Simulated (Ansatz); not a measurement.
## Electronic structure of Cl₃H₂InO in real space

Input file:

```
crystal:
  periodic: [false, false, false]
  atoms:
    - { symbol: In, position_ang: [0.076775, -0.590622, -0.593881] }
    - { symbol: Cl, position_ang: [0.045468, -0.153956, 3.011855] }
    - { symbol: Cl, position_ang: [2.065613, 0.501124, -1.148251] }
    - { symbol: Cl, position_ang: [-2.013495, 0.177887, -1.371424] }
    - { symbol: O, position_ang: [0.120818, -2.320344, 0.422366] }
    - { symbol: H, position_ang: [-0.7677, -2.732311, 0.420004] }
    - { symbol: H, position_ang: [0.18472, -1.335278, 2.391431] }
basis:
  gaussian: { orbitals: def2-SVP }
hamiltonian:
  xc: pbe
  dispersion: d4
relax:
  f_tol: 0.03
  max_steps: 50
output:
  orbitals: {}
```

Command:

```sh
ansatz run input.yaml --threads 2 --pin off --max-ram 3072MiB --backend cpu --events-out ev --progress --plain --runs-dir out
```

The fields are those of the relaxed geometry.

Core potentials replace the inner electrons of In.

Level of theory: RKS PBE-D4/def2-SVP in Ansatz.

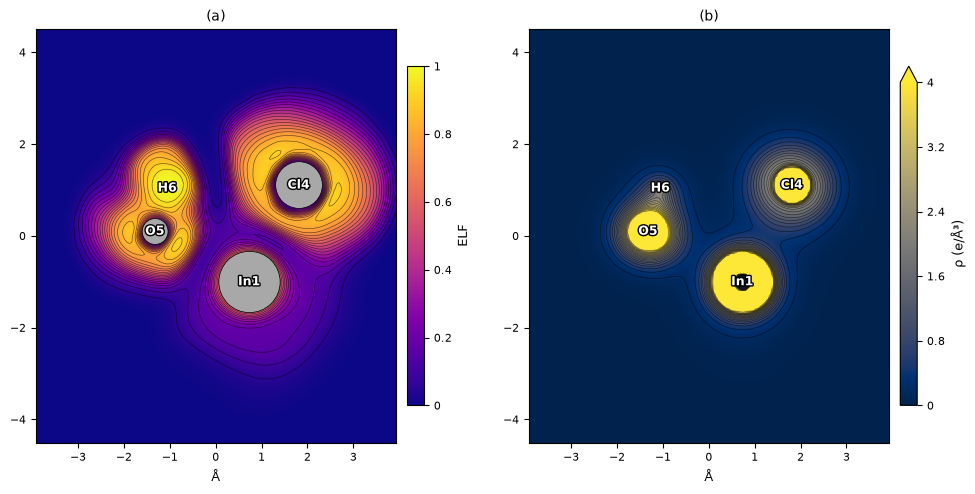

Figure 1. (a) electron localisation function; (b) electron density on the plane of atoms Cl4, In1 and O5. Grey discs cover the atomic cores in the ELF map.

Describe what can be read from this map.

- The plane passes through In, Cl, O and H nuclei.
- In–O (2.33 Å): ρ at the midpoint is about 0.34 e/Å³; the ELF is about 0.10 at the midpoint.
- In–Cl (2.37 Å): the density is about 0.49 e/Å³ at the midpoint; the ELF peaks at about 0.80 in the valence shell of Cl, 0.8 Å from its nucleus, and drops to about 0.15 between the two atoms.
- O–H (0.98 Å): the density is about 3.6 e/Å³ at the midpoint; the ELF climbs to about 1 towards the hydrogen, as it does in any bond to H; an ordinary covalent bond to hydrogen.
- The ELF also peaks beside O5 and Cl4, away from the bonds: lone-pair regions.

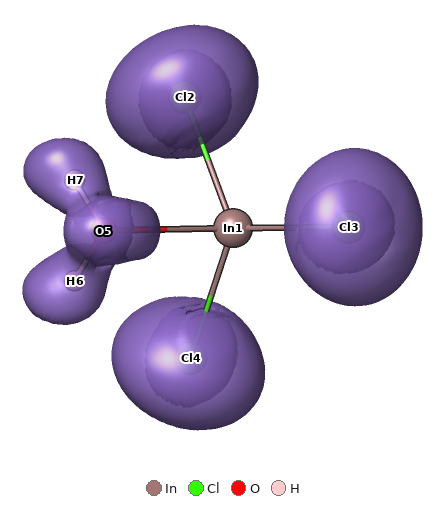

Figure 2. Isosurface of the ELF at 0.8 (purple), seen across its widest extent. Only the valence region is drawn (cores and ρ < 0.01 e/Å³ removed).

What do the ELF domains correspond to?

At this value the surface marks out three regions wrapped around Cl (the valence shell of each) and one joined region spread over several atoms (H, O), in which their bonds and any lone pairs are merged. Along the contacts the grid gives the following. In–Cl (2.35 Å): the ELF peaks at about 0.80 in the valence shell of Cl, 0.8 Å from its nucleus, and drops to about 0.15 between the two atoms.

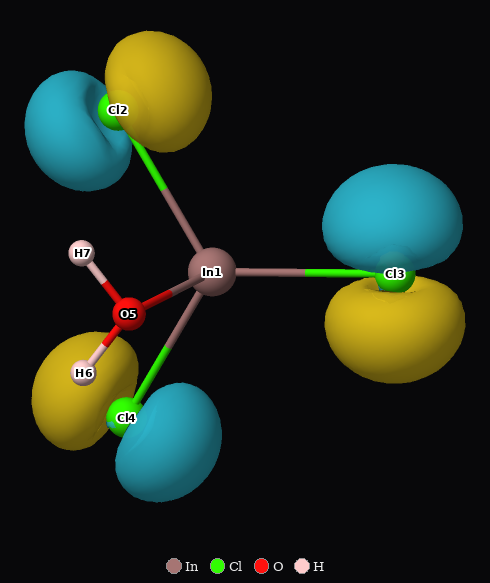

Figure 3. One frontier orbital at ±0.15 Å⁻³ᐟ² (yellow and cyan are the two phases), seen at a tilt.

Which orbital is it: HOMO or LUMO?

The HOMO, at −7.35 eV. Its weight (Hirshfeld) is mainly on Cl3 (about 45 %), Cl4 (about 25 %) and Cl2 (about 25 %); largely a combination of lone pairs on Cl3, Cl4 and Cl2.
